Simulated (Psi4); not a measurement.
**AlH (SMILES [AlH]) at HF/STO-3G**

What is the energy change on altering one bond length of AlH at HF/STO-3G? 

The results are computed with Psi4 1.11.

### Step 1. The molecule

The species is AlH (2 atoms), meant as a singlet with charge 0. As SMILES, `[AlH]`. Geometry: relaxed at PBE0-D4/def2-TZVP.

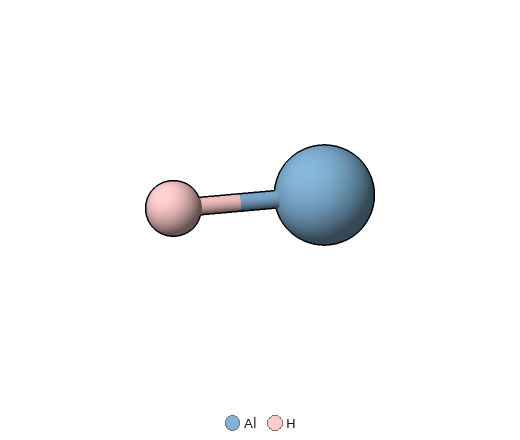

The structure, seen from a chosen angle (aluminium light blue, hydrogen pink).

### Step 2. The energy at HF/STO-3G

Input file job.py:

```python
import psi4

psi4.set_memory('2200 MB')
psi4.set_num_threads(1)
psi4.set_output_file('psi4.out', False)

molecule = psi4.geometry("""
0 1
Al
H 1 1.66475
units angstrom
symmetry c1
""")

psi4.set_options({
    'basis': 'STO-3G',
    'puream': True,
    'e_convergence': 1e-09,
    'd_convergence': 1e-08,
    'scf_type': 'pk',
})

result, w = psi4.energy("hf", return_wfn=True)
print(f'hf energy: {result:.10f} Eh')
```

On the command line:

```console
$ python job.py
```

psi4.out, cut to the lines that bear on the results:

```text
[...]
  Running in c1 symmetry.
[...]
  Nuclear repulsion =    4.132334427817991
[...]
  Multiplicity = 1
[...]
  Nalpha       = 7
  Nbeta        = 7
[...]
    Number of basis functions: 10
[...]
   @RHF iter   1:  -239.48739921911658   -1.02209e+00   7.68599e-03 ADIIS/DIIS
[...]
   @RHF iter   7:  -239.49479409768318   -1.42109e-13   7.12440e-10 DIIS
[...]
    Orbital Energies [Eh]
    ---------------------
    Doubly Occupied:
       1A    -57.669995     2A     -4.621662     3A     -2.836151
       4A     -2.836151     5A     -2.835837     6A     -0.374320
       7A     -0.133395
[...]
  @RHF Final Energy:  -239.49479409768318
   => Energetics <=
    Nuclear Repulsion Energy =              4.1323344278179910
    One-Electron Energy =                -344.6392356257998699
    Two-Electron Energy =                 101.0121071002987208
    Total Energy =                       -239.4947940976831831
[...]
 Multipole Moments:
 ------------------------------------------------------------------------------------
     Multipole            Electronic (a.u.)      Nuclear  (a.u.)        Total (a.u.)
 ------------------------------------------------------------------------------------
 L = 1.  Multiply by 2.5417464519 to convert [e a0] to [Debye]
 Dipole X            :         -0.0000000            0.0000000           -0.0000000
 Dipole Y            :          0.0000000            0.0000000            0.0000000
 Dipole Z            :         -2.0744292            1.5600499           -0.5143793
 Magnitude           :                                                    0.5143793
[...]
```

On the terminal:

```text
hf energy: -239.4947940977 Eh
```

Run time: 2.6 s. Hardware: 1 thread of Intel Xeon Platinum 8259CL at 2.50GHz (Skylake/Cascade Lake), shared host; peak memory 0.18 GiB.

### Step 3. The distorted shape: energy and gradient at HF/STO-3G

Input file alh.xyz:

```xyz
2
AlH
Al     0.000000     0.000000    -0.857990
H      0.000000     0.000000     1.639110
```

Input file run_ase.py:

```python
import numpy as np
from ase.calculators.psi4 import Psi4
from ase.io import read

a = read('alh.xyz')
calc = Psi4(atoms=a, method='hf', basis='STO-3G', memory='2200MB', num_threads=1, charge=0, multiplicity=1, label='psi4-calc', reference='rhf')
calc.psi4.set_options({'puream': True, 'e_convergence': 1e-09, 'd_convergence': 1e-08, 'scf_type': 'pk'})
a.calc = calc

forces = a.get_forces()
print(f'energy: {a.get_potential_energy():.6f} eV')
print('forces / eV A^-1')
print(np.round(forces, 5))
```

On the command line:

```console
$ python run_ase.py
```

psi4-calc.dat, cut to the lines that bear on the results:

```text
[...]
  Running in c1 symmetry.
[...]
  Nuclear repulsion =    2.754917199435345
[...]
  Multiplicity = 1
[...]
  Nalpha       = 7
  Nbeta        = 7
[...]
    Number of basis functions: 10
[...]
   @RHF iter   1:  -239.30490051848867   -9.26795e-01   1.37055e-02 ADIIS/DIIS
[...]
   @RHF iter   8:  -239.36238601600593   -1.42109e-13   8.05030e-10 DIIS
[...]
    Orbital Energies [Eh]
    ---------------------
    Doubly Occupied:
       1A    -57.758714     2A     -4.705031     3A     -2.918198
       4A     -2.918198     5A     -2.918046     6A     -0.331766
       7A     -0.072334
[...]
  @RHF Final Energy:  -239.36238601600593
   => Energetics <=
    Nuclear Repulsion Energy =              2.7549171994353445
    One-Electron Energy =                -340.9900309857716820
    Two-Electron Energy =                  98.8727277703304424
    Total Energy =                       -239.3623860160058996
[...]
 Multipole Moments:
 ------------------------------------------------------------------------------------
     Multipole            Electronic (a.u.)      Nuclear  (a.u.)        Total (a.u.)
 ------------------------------------------------------------------------------------
 L = 1.  Multiply by 2.5417464519 to convert [e a0] to [Debye]
 Dipole X            :          0.0000000            0.0000000            0.0000000
 Dipole Y            :         -0.0000000            0.0000000           -0.0000000
 Dipole Z            :         -4.4551390            2.3400514           -2.1150876
 Magnitude           :                                                    2.1150876
[...]
  -Total Gradient:
     Atom            X                  Y                   Z
    ------   -----------------  -----------------  -----------------
       1       -0.000000000000    -0.000000000000    -0.090696452602
       2        0.000000000000     0.000000000000     0.090696452602
[...]
```

The script printed:

```text
energy: -6513.382286 eV
forces / eV A^-1
[[ 0.      0.      4.6638]
 [-0.     -0.     -4.6638]]
```

It took 2.5 s on 1 thread of Intel Xeon Platinum 8259CL at 2.50GHz (Skylake/Cascade Lake), shared host; peak memory 0.19 GiB.

### Step 4. What came out

At HF/STO-3G:

```
                                                          quantity          value
                                         first shape: total energy  -239.49479 Eh
                                        first shape: dipole moment         1.31 D
                                          first shape: HOMO energy       -3.63 eV
                                          first shape: LUMO energy        9.95 eV
                                        first shape: HOMO–LUMO gap       13.58 eV
                                     distorted shape: total energy  -239.36239 Eh
                                    distorted shape: dipole moment         5.38 D
                                      distorted shape: HOMO energy       -1.97 eV
                                      distorted shape: LUMO energy        8.44 eV
                                    distorted shape: HOMO–LUMO gap       10.41 eV
                         distorted shape: largest force on an atom     4.664 eV/Å
energy change with the Al1–H2 bond stretched from 1.665 to 2.497 Å       3.603 eV
```

In words: One bond (distorted shape) is far stretched, which a spin-restricted single reference describes badly; a broken-symmetry solution may lie lower. With the Al1–H2 bond stretched from 1.665 to 2.497 Å the energy rises by 3.60 eV (348 kJ/mol). The first shape isn't relaxed at this level, so the change isn't measured from a minimum. A restricted reference can't describe the breaking bond well at this length. The minimal basis adds a large error of its own.
